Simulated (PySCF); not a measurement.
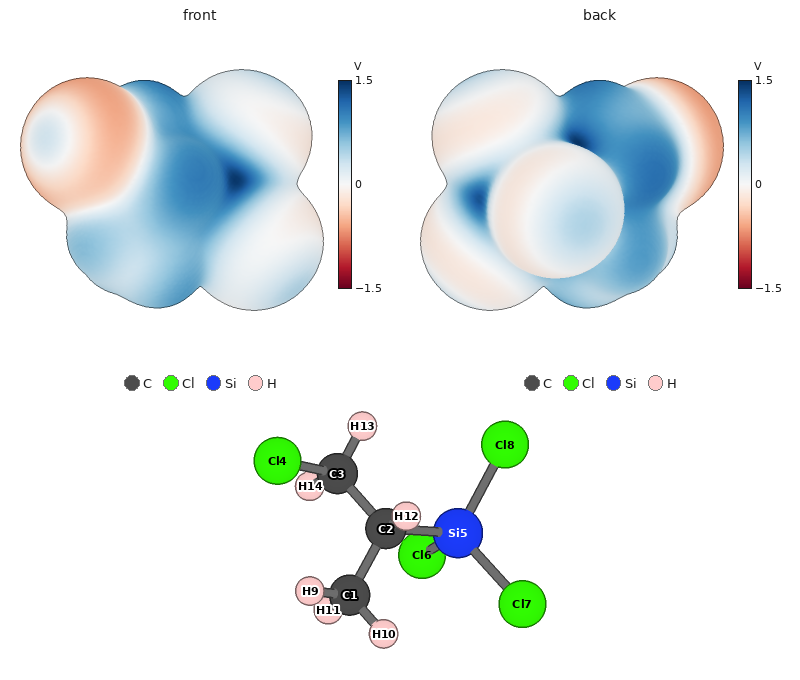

C$_{3}$H$_{6}$Cl$_{4}$Si. The electrostatic potential painted on the density surface at 0.002 e/bohr³, seen from the front and from behind; the colour scale runs from red (negative) to blue (positive). The bare structure is drawn below in the same view.

Geometry: GFN2-xTB.

Computed with PBE0/pcSseg-1, SCF density, gas phase, non-relativistic in PySCF.

The calculation's input:

```
{"job": {"kind": "nmr", "xc": "PBE0", "basis": "pcSseg-1"}, "charge": 0, "multiplicity": 1}
C      0.246606    -1.488292    -0.236580
C     -0.057904    -0.137105     0.416447
C     -1.464923     0.325615     0.056948
Cl    -2.693213    -0.788309     0.724823
Si     1.245024     1.194917    -0.060465
Cl     1.204310     1.492655    -2.057717
Cl     3.079570     0.568612     0.495533
Cl     0.812715     2.935284     0.874807
H     -0.497288    -2.221288     0.066300
H      1.226808    -1.849257     0.063424
H      0.225588    -1.405311    -1.320994
H     -0.025973    -0.276059     1.502642
H     -1.689087     1.306342     0.475157
H     -1.612910     0.341726    -1.022494
```

Launched as:

```sh
OMP_NUM_THREADS=1 python probes_run.py task.json out
```

Where is the surface potential most negative and most positive?

Answer. The most negative region (about −0.6 V) lies over Cl4, the most positive (about +1.3 V) over C3 and Si5. Cl4 shows a σ-hole: about +0.3 V at the tip opposite its bond, against about −0.3 V on its flanks.

What dipole moment does the calculation give?

Answer. Its dipole moment is 0.56 D.
